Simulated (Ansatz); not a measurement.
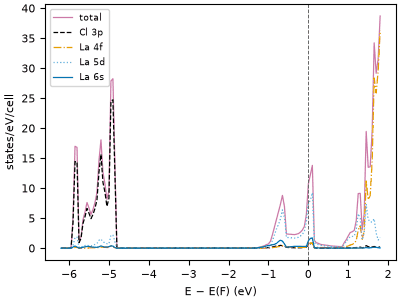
Total and projected density of states of LaCl in space group R-3m (No. 166; La on 6c, Cl on 6c), r²SCAN+D4 in the plane-wave PAW code Ansatz

Q: Which orbitals carry the states next to the Fermi level?

A: Within 0.5 eV of the Fermi level: La 5d 71 %, La 6s 11 %, La 4f 7 %. Projections are on Löwdin-orthogonalised atomic valence shells; empty p or d shells of many metals are not among them.

Q: Where is the tallest occupied peak in this window, and what makes it?

A: Near -4.9 eV, about 28 states/eV per cell; the largest projected share is Cl 3p.

The workflow started from an entry of the Crystallography Open Database (COD). Its standing as an ambient phase is unchecked. The cell was relaxed with r²SCAN+D4 under the symmetry of its start; whether a distortion lowers the energy is not shown. Scalar-relativistic: spin–orbit coupling is off unless named, which matters more the heavier the elements.

Potentials: the later of the program's two PAW sets.
